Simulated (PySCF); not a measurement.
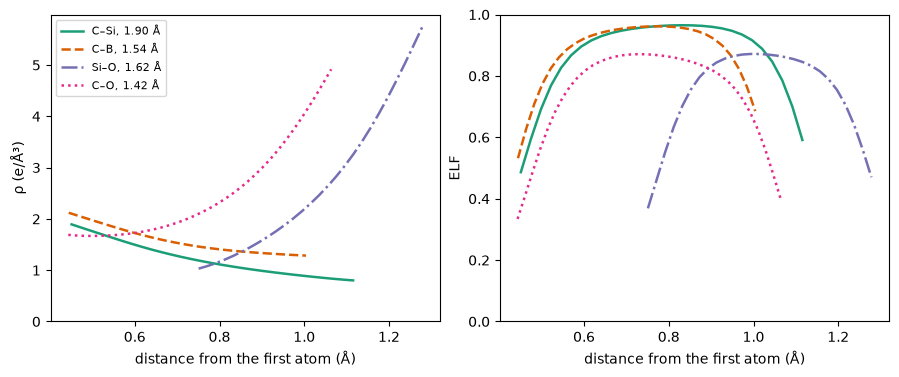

Figure 1: C3H11BO2Si2. Electron density and electron localisation function along straight lines between neighbouring atoms. The curves leave out the atomic cores.

Geometry: GFN2-xTB.

The calculation used PySCF, PBE0/pcSseg-1, SCF density, gas phase, non-relativistic.

Input

```
{"job": {"kind": "nmr", "xc": "PBE0", "basis": "pcSseg-1"}, "charge": 0, "multiplicity": 1}
B     -2.280093     1.383355    -0.291544
C     -1.472668     0.916324     0.939837
Si    -0.110814    -0.211713     0.213211
C     -0.760809    -1.813880    -0.570893
C      1.294817    -0.551747     1.498630
O      2.497814    -0.061353     0.930196
Si     2.432569     0.695487    -0.504307
O      0.826520     0.583136    -0.860748
H     -2.060056     2.412538    -0.798718
H     -3.108451     0.686043    -0.736133
H     -1.000523     1.716943     1.504909
H     -2.034455     0.292755     1.630938
H     -1.332240    -1.586146    -1.465353
H      0.044538    -2.485542    -0.854691
H     -1.417146    -2.346269     0.109834
H      1.438929    -1.614637     1.705820
H      1.153915    -0.048534     2.459040
H      2.731309     2.110744    -0.375485
H      3.147040    -0.068252    -1.511678
```

Command:

```sh
OMP_NUM_THREADS=1 python probes_run.py task.json out
```

Compare the contacts.

C–Si (1.90 Å): the density is about 0.94 e/Å³ at the midpoint; the ELF peaks at about 0.95 between the atoms (a shared electron pair).
C–B (1.54 Å): ρ is about 1.4 e/Å³ halfway; the ELF peaks at about 0.95 between the atoms; a covalent bond.
Si–O (1.62 Å): ρ at the midpoint is about 1.2 e/Å³; the ELF peaks at about 0.85 between the atoms; a polar covalent bond.
C–O (1.42 Å): ρ is about 2 e/Å³ halfway, with its minimum of 1.7 e/Å³ about 0.5 Å from C; the ELF peaks at about 0.85 between the atoms: a polar covalent bond.
